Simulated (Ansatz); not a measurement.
## Fields on a plane of Ti3Al (D019 type, space group P6_3/mmc)

```yaml
crystal:
  lattice:
    - [5.75530, 0.00000, 0.00000]
    - [-2.87765, 4.98424, 0.00000]
    - [0.00000, 0.00000, 4.65460]
  atoms:
    - { symbol: Ti, position: [0.83025, 0.66050, 0.25000] }
    - { symbol: Ti, position: [0.16975, 0.83025, 0.75000] }
    - { symbol: Ti, position: [0.33950, 0.16975, 0.25000] }
    - { symbol: Ti, position: [0.16975, 0.33950, 0.75000] }
    - { symbol: Ti, position: [0.83025, 0.16975, 0.25000] }
    - { symbol: Ti, position: [0.66050, 0.83025, 0.75000] }
    - { symbol: Al, position: [0.33333, 0.66667, 0.25000] }
    - { symbol: Al, position: [0.66667, 0.33333, 0.75000] }
```

The slice is a (-1 1 0 0) plane (indices of the conventional cell) through the point (0.830, 0.170, 0.250) (fractional), spanned by u = [001] and v = [110] in vectors of this cell: u (4.65 Å) and v (5.76 Å, at 90° to u). It covers one period; positions are fractions (u, v).

Atoms on it: Ti at (0.00, 0.00); Al at (0.00, 0.50). Other atoms lie within 1 Å of the plane.

Computed with PBE (plane waves to 420 eV, PAW, scalar-relativistic; Ansatz, an electronic-structure program). k mesh 10×10×10. Inside the PAW spheres the values are not all-electron values, and peaks at nuclei hang on which shells count as valence. The PAW data are Ansatz's earlier set. Ti3Al is run without spin polarisation. Ti3Al was relaxed with its symmetry unable to fall.

```
|xxxx99221155776666667755112299xx|
|99884400114433221122334411004488|
|22110000222200000000002222000011|
|00001133330000111111000033331100|
|44445566330000224422000033665544|
|88888877440000113311000044778888|
|66778888552200001100002255888877|
|00116688775533222222335577886611|
|xxxx11778877777777777777887711xx|
|xxxx00779988889999998888997700xx|
|xxxx11778877777777777777887711xx|
|00116688775533222222335577886611|
|66778888552200001100002255888877|
|88888877440000113311000044778888|
|44445566330000224422000033665544|
|00001133330000111111000033331100|
|22110000222200000000002222000011|
|99884400114433221122334411004488|
|xxxx99221155776666667755112299xx|
|xxxx99331166888888888866113399xx|
```
Scale: ten equal steps from 0.09 (start of '0') to 0.74 (end of '9'), in the order '0123456789'. Values: electron localisation function (ELF). The map has 16 points along u (two characters each, u = 0 at the left) and 20 along v (v = 0 in the bottom row). Points within 0.5 Å of a nucleus are blanked (x), as the pseudised field means little there.

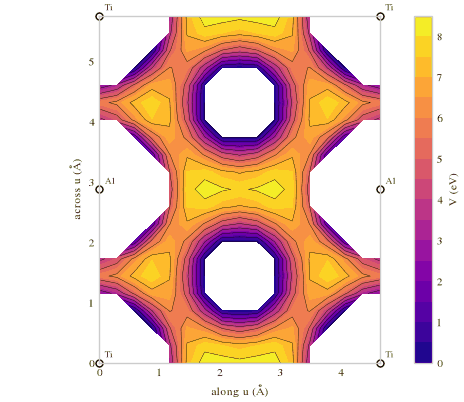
Figure: Electrostatic potential energy of an electron, from the cell's mean, in eV, one period of the plane, atoms marked. Points within 1 Å of a nucleus are left white, as the pseudised field means little there. Values under 0 eV are set to 0. The zero, the cell's mean, hangs on the PAW cores.

Density on the Ti–Al line (2.88 Å) at its density minimum, 1.4 Å from Ti: 0.19 e/Å³
ELF at that point: 0.3
ELF maximum in the middle third of the Ti–Al line: 0.62, 1.8 Å from Ti
